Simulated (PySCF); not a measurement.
Consider C$_{7}$H$_{10}$OSi.

The calculation's input:

```
{"job": {"kind": "uv", "xc": "wB97X-D", "basis": "def2-SVPD", "ip": true}, "charge": 0, "multiplicity": 1}
C     -0.370554     2.823233     0.840572
C     -0.616949     1.749939     0.332070
C     -0.898412     0.457826    -0.265026
C     -1.929993    -0.371430     0.474255
C     -1.683919    -1.671933     0.684020
C     -0.388520    -2.269640     0.203024
Si     0.594712    -0.748751    -0.303487
O      1.742488    -0.439535     0.850701
C      2.728419     0.556073     0.805255
H     -0.157550     3.776979     1.285302
H     -1.230537     0.620376    -1.310080
H     -2.853904     0.105951     0.815531
H     -2.417364    -2.300442     1.201138
H     -0.550002    -2.962291    -0.642092
H      0.122896    -2.848505     0.990053
H      1.245755    -0.777175    -1.651006
H      3.532302     0.289674     1.509149
H      3.175157     0.653237    -0.201585
H      2.318318     1.537224     1.095950
```

Command:

```sh
OMP_NUM_THREADS=1 python probes_run.py task.json out
```

Geometry: PBE0-D3(BJ)/def2-SVP.

Method: wB97X-D/def2-SVPD, SCF density, gas phase (PySCF).

### What can the converged electron density and electron localisation function tell about the bonding?

C–C (1.21 Å): the density is about 2.6 e/Å³ at the midpoint; the ELF peaks at about 0.85 between the atoms; a short, multiple covalent bond.
C–H (1.07 Å): ρ is about 2 e/Å³ halfway; the ELF climbs to about 1 towards the hydrogen, as it does in any bond to H (a covalent bond by its length).

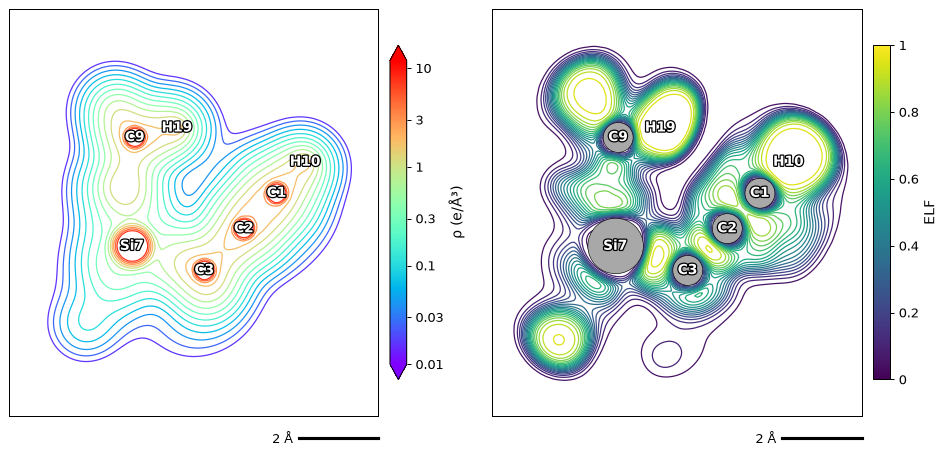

Computed electron density and electron localisation function on the plane of atoms C2, C3 and Si7, in this order. Grey discs cover the atomic cores in the ELF map. 
